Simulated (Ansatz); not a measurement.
**Fields on a plane of PbI2 (CdI2 type)**

```xyz
3
Lattice="4.5590 0.0000 0.0000 -2.2795 3.9482 0.0000 0.0000 0.0000 6.9727" Properties=species:S:1:pos:R:3 pbc="T T T"
Pb     0.0000     0.0000     0.0000
I      0.0000     2.6321     1.8892
I      2.2795     1.3161     5.0835
```

The slice is a (-1 1 0 2) plane (indices of the conventional cell) through the point (0.000, 0.000, 0.000) (fractional), spanned by u = [110] and v = [1 -1 1] in vectors of this cell: u (4.56 Å) and v (10.53 Å, at 90° to u). It covers one period; positions are fractions (u, v).

Atoms on it: Pb at (0.00, 0.00). Other atoms lie within 1 Å of the plane.

The numbers are results of PBE-D3(BJ) (plane waves to 420 eV, PAW, scalar-relativistic; Ansatz, a quantum-chemistry and plane-wave program), not measurements. k mesh 8×8×5. Inside the PAW spheres the values are not all-electron values, and peaks at nuclei hang on which shells count as valence. PbI2 was relaxed with its symmetry unable to fall. Spin-orbit coupling is left out, though I and Pb are heavy.

```
|111199552222559911|
|778877331111337788|
|222222111111112222|
|111100000000000011|
|554411000000001144|
|223322000000002233|
|001111110000111111|
|222211000000001122|
|111100000000000011|
|111100000000000011|
|111100000000000011|
|222211000000001122|
|001111110000111111|
|223322000000002233|
|554411000000001144|
|111100000000000011|
|222222111111112222|
|778877331111337788|
|111199552222559911|
|001188552222558811|
```
Scale: ten equal steps from 0.000 (start of '0') to 0.064 (end of '9'), in the order '0123456789'. Values: density of the lowest conduction band (whole band as if filled, smooth part) in e/Å³. The map has 9 points along u (two characters each, u = 0 at the left) and 20 along v (v = 0 in the bottom row). 

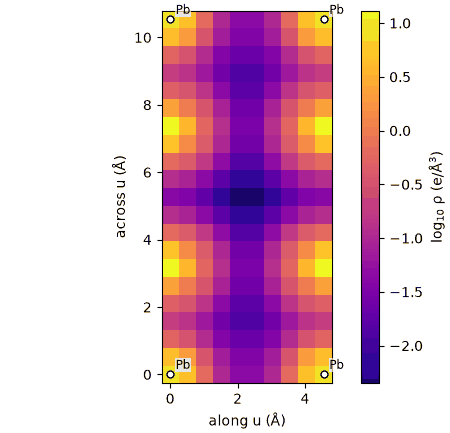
Log₁₀ of the valence density in e/Å³, one period of the plane, atoms marked. The scale is logarithmic, as a density can span decades between atoms and voids.
